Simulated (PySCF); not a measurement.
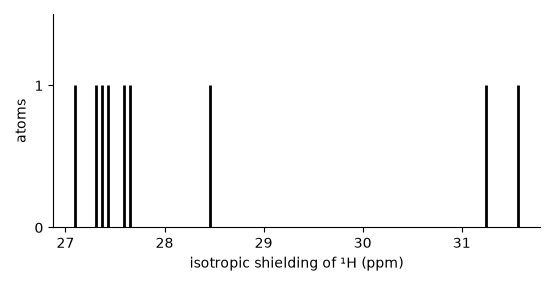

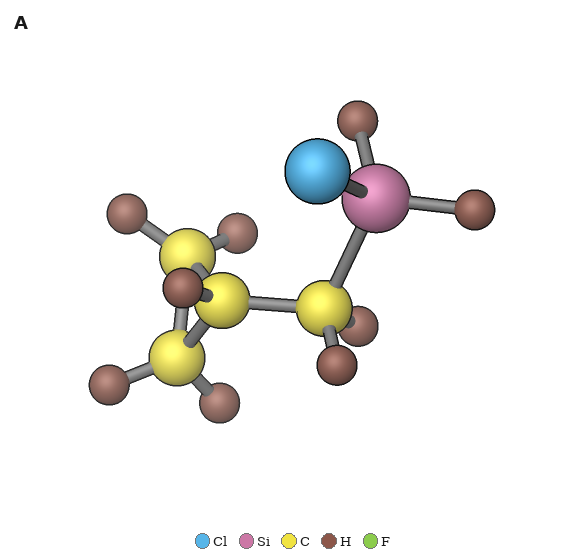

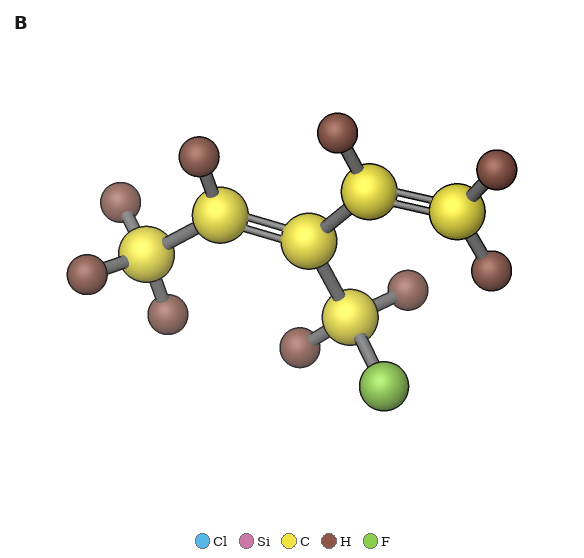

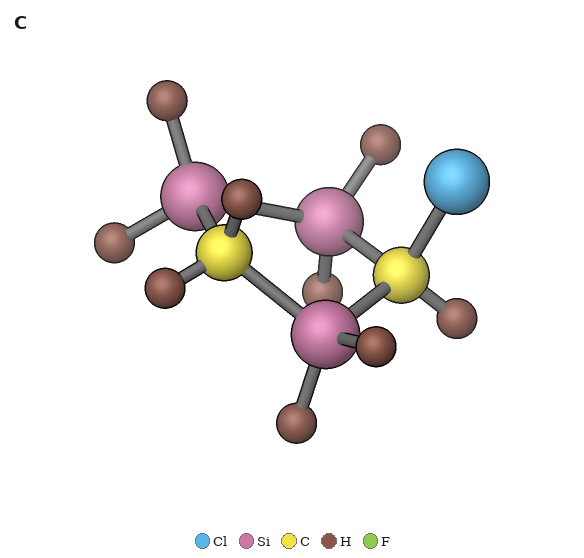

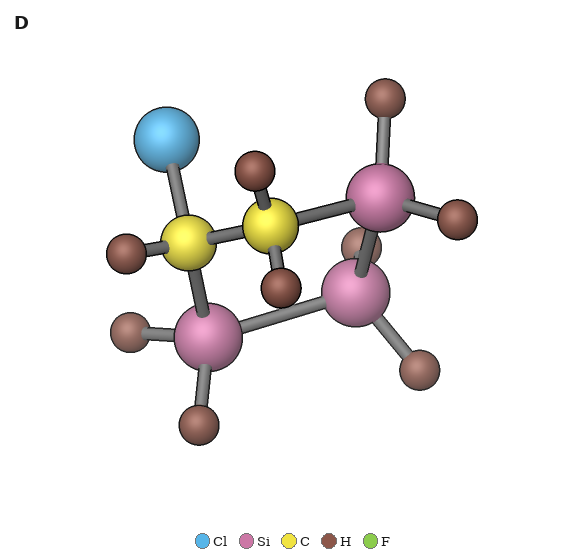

The sticks are computed shieldings of one of the molecules, for one fixed geometry (GFN2-xTB) without averaging over rotations. Low shielding means a high chemical shift. Method: GIAO PBE0/pcSseg-1 NMR shielding, non-relativistic, gas phase (PySCF 2.14.0).

### Match the spectrum to a structure.

C, `Cl[C@H]1[SiH2]C[SiH2][SiH2]1`. Its 9 H atoms give lines at 27.10, 27.31, 27.37, 27.43, 27.59, 27.65, 28.46, 31.25, 31.56 ppm.

The geometry is semi-empirical. Around Si such bond lengths and angles can be off by a tenth of an ångström or more and by several degrees, and values that hang on the shape move with them.
